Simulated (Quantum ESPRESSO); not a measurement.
# Commensurate spirals of MnS (Browneite), part 2 of 2

This program has no spiral boundary conditions, so spirals of MnS (Browneite) are built in supercells. What do they cost, in energy and in time?

Quantum ESPRESSO 7.5; LDA; plane waves with GBRV 1.5 LDA potentials, no spin-orbit coupling, flat spiral in a supercell.

So far: The structure; Parallel moments, one cell; One turn in 2 cells along the input cell's c; One turn in 3 cells along the input cell's c.

## 5. One turn in 4 cells along the input cell's c

Neighbouring cells are turned by 90° in the xy plane; the cell holds 8 atoms.

pw.in

```
&CONTROL
  calculation = 'scf'
  prefix = 'pwscf'
  outdir = './tmp'
  pseudo_dir = './pseudo'
  disk_io = 'nowf'
/
&SYSTEM
  ibrav = 0
  nat = 8
  ntyp = 8
  ecutwfc = 34
  ecutrho = 238
  nbnd = 110
  occupations = 'smearing'
  smearing = 'fd'
  degauss = 0.00367493
  noncolin = .true.
  starting_magnetization(1) = 0.3
  angle1(1) = 90
  angle2(1) = 0
  starting_magnetization(2) = 0.3
  angle1(2) = 90
  angle2(2) = 90
  starting_magnetization(3) = 0.3
  angle1(3) = 90
  angle2(3) = 180
  starting_magnetization(4) = 0.3
  angle1(4) = 90
  angle2(4) = -90
  starting_magnetization(5) = 0
  starting_magnetization(6) = 0
  starting_magnetization(7) = 0
  starting_magnetization(8) = 0
/
&ELECTRONS
  conv_thr = 1.6d-08
  electron_maxstep = 150
  mixing_beta = 0.3
/
ATOMIC_SPECIES
Mn1    54.9380 mn_lda_v1.5.uspp.F.UPF
Mn2    54.9380 mn_lda_v1.5.uspp.F.UPF
Mn3    54.9380 mn_lda_v1.5.uspp.F.UPF
Mn4    54.9380 mn_lda_v1.5.uspp.F.UPF
S1     32.0600 s_lda_v1.4.uspp.F.UPF
S2     32.0600 s_lda_v1.4.uspp.F.UPF
S3     32.0600 s_lda_v1.4.uspp.F.UPF
S4     32.0600 s_lda_v1.4.uspp.F.UPF
CELL_PARAMETERS angstrom
   0.0000000000    2.8000000000    2.8000000000
   2.8000000000    0.0000000000    2.8000000000
  11.2000000000   11.2000000000    0.0000000000
ATOMIC_POSITIONS crystal
Mn1     0.0000000000    0.0000000000    0.0000000000
Mn2     0.0000000000    0.0000000000    0.2500000000
Mn3     0.0000000000    0.0000000000    0.5000000000
Mn4     0.0000000000    0.0000000000    0.7500000000
S1      0.2500000000    0.2500000000    0.0625000000
S2      0.2500000000    0.2500000000    0.3125000000
S3      0.2500000000    0.2500000000    0.5625000000
S4      0.2500000000    0.2500000000    0.8125000000
K_POINTS automatic
4 4 3 0 0 0
```

Started as:

```bash
$ OMP_NUM_THREADS=1 mpirun -n 2 pw.x -nk 2 -in pw.in > pw.out
```

Log:

```text
     [... lines left out ...]
Program PWSCF v.7.5 starts
     [... lines left out ...]
     number of atoms/cell      =            8
     [... lines left out ...]
     number of electrons       =        84.00
     number of Kohn-Sham states=          110
     kinetic-energy cutoff     =      34.0000  Ry
     charge density cutoff     =     238.0000  Ry
     scf convergence threshold =      1.6E-08
     [... lines left out ...]
     Noncollinear calculation without spin-orbit
     [... lines left out ...]
     No symmetry found
     [... lines left out ...]
     number of k points=    48  Fermi-Dirac smearing, width (Ry)=  0.0037
     [... lines left out ...]
     iteration # 15     ecut=    34.00 Ry     beta= 0.30
     [... lines left out ...]
     atom number    1 relative position :    0.0000   0.0000   0.0000
     [... lines left out ...]
     magnetization :          3.997557   -0.000114    0.000002
     [... lines left out ...]
     atom number    2 relative position :    0.7071   0.7071   0.0000
[...]
magnetization :         -0.000180    3.997537   -0.000021
[...]
atom number    3 relative position :    1.4142   1.4142   0.0000
[...]
magnetization :         -3.997559   -0.000065   -0.000107
[...]
atom number    4 relative position :    2.1213   2.1213   0.0000
[...]
magnetization :          0.000123   -3.997537    0.000033
     [... lines left out ...]
     atom number    5 relative position :    0.3536   0.3536   0.3536
     [... lines left out ...]
     magnetization :          0.095771    0.029252   -0.000000
     [... lines left out ...]
     atom number    6 relative position :    1.0607   1.0607   0.3536
     [... lines left out ...]
     magnetization :         -0.029265    0.095782   -0.000001
     [... lines left out ...]
     atom number    7 relative position :    1.7678   1.7678   0.3536
     [... lines left out ...]
     magnetization :         -0.095771   -0.029257   -0.000002
     [... lines left out ...]
     atom number    8 relative position :    2.4749   2.4749   0.3536
     [... lines left out ...]
     magnetization :          0.029263   -0.095784    0.000001
     [... lines left out ...]
     the Fermi energy is     7.0474 ev
!    total energy              =    -941.22049205 Ry
     estimated scf accuracy    <          7.0E-09 Ry
     smearing contrib. (-TS)   =      -0.00165467 Ry
     [... lines left out ...]
     total magnetization       =    -0.00    -0.00    -0.00 Bohr mag/cell
     absolute magnetization    =    18.64 Bohr mag/cell
     convergence has been achieved in  15 iterations
```

It took 16 min on 2 MPI ranks of Intel Xeon Platinum 8375C at 2.90GHz (Ice Lake), shared host; peak memory 1.2 GiB.

Numbers from this step:

```
smearing term TS       : 0.02251 eV
magnetization          : 0, 0, 0 μB
absolute magnetization : 18.64 μB
final state            : non-collinear
largest moment         : 3.998 μB
```

## 6. The spirals together

Spirals:

| q along the reciprocal vector | energy less that at q = 0 (meV a seeded atom) | largest site moment (μB) | typed angles kept | CPU time (s) |
| --- | --- | --- | --- | --- |
| 0 | 0 | 4.018 | yes | 157.6 |
| 0.25 | -119.4 | 3.998 | yes | 1859 |
| 0.3333 | -180.7 | 3.968 | yes | 1107 |
| 0.5 | -240 | 3.93 | yes | 305.4 |

The energy less that at q = 0, self-consistent by path:

| path (Å⁻¹) | energy less that at q = 0, self-consistent (meV a seeded atom) |
| --- | --- |
| 0.000 | 0 |
| 0.486 | -119 |
| 0.648 | -181 |
| 0.972 | -240 |

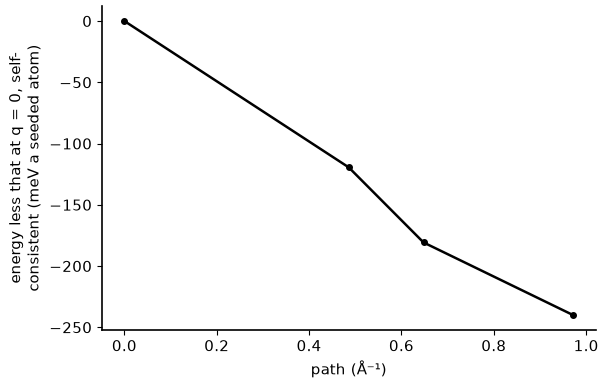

Energy less that at q = 0, self-consistent against path.

## 7. Summary of results

```json
{
  "lowest point": "q = 0.5 along c*, -240 meV a seeded atom",
  "highest point": "q = 0, 0 meV a seeded atom"
}
```

What this shows: The state at q = 0.5 lies 240 meV a seeded atom under the parallel one, with neighbouring cells opposed. The moment changes by 2.2 % between the spirals. The cell of 4 repeats took 12 times the CPU time of the single cell, though its mesh is shorter in proportion. Here c and c* are vectors of the cell in the input, which need not be the conventional cell, and only this direction was probed. The mesh is coarse, so differences of some ten meV can be noise in a metal. No Hubbard term acts here. In such compounds local and semilocal functionals without one often delocalise the d electrons, and can shrink or lose moments and miss the size, sign and order of the couplings. The cutoff lies under the 40 Ry that these files are usually run at.

[Logs and program files are shortened in this print: banners, set-up blocks, solver, clock and traceback lines can be left out without a mark of their own.]

[Logs are printed without paths, hosts, clocks, repeated set-up lines and the standing remarks that a program may print on its own settings, such as how far it seeks lower states.]

[Hosts, paths, dates, database ids (printed as entryN), source tags and the programs' standing remarks are cut or masked in the printed files.]

[Where a cell is said to come from a database of computed structures, the database is the Materials Project.]
